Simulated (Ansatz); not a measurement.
## Predicting a hybrid from its neighbours: BF2

The species is BF2 (3 atoms), meant as a doublet with charge 0. As SMILES, `F[B]F`. Geometry: relaxed at PBE0-D4/def2-TZVP.

The electronic atomisation energy y, in eV, basis cc-pVTZ; a is the functional's share of exact exchange. Programs: Ansatz 0.2.0.

| functional | program | a | y (eV) |
| --- | --- | --- | --- |
| U-r2SCAN | Ansatz | 0 | 13.24 |
| U-revPBE | Ansatz | 0 | 12.93 |
| UB3LYP | Ansatz | 0.2 | ? |
| U-r2SCAN0 | Ansatz | 0.25 | 12.77 |
| UPBE0 | Ansatz | 0.25 | 12.97 |
| UBHLYP | Ansatz | 0.5 | 12.23 |

Fit y = c + s·a to the known rows and predict UB3LYP.


1. Means of the 5 rows: a = 0.2000, y = 12.828.
2. Σ(Δa)² = 0.175, Σ(Δa·Δy) = -0.278, so the slope is -0.278/0.175 = -1.5886.
3. Intercept: 12.828 − (-1.5886) × 0.2000 = 13.146. The largest residual of the fit is 0.22.
4. UB3LYP: 13.146 + (-1.5886) × 0.2 = 12.83 eV.

The run gave 12.89 eV, so the prediction is off by -0.06 eV, within the scatter of the fit. The rows mix families of semi-local functionals, which the line can't see.

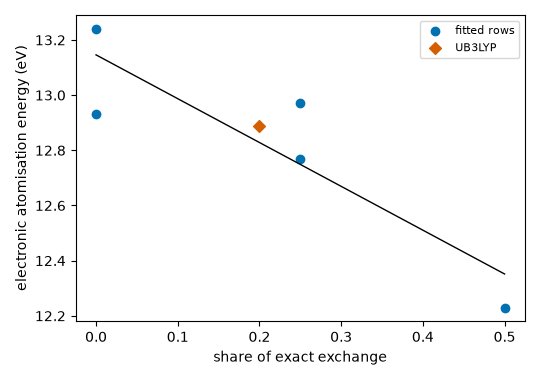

The fitted line, with the withheld row.
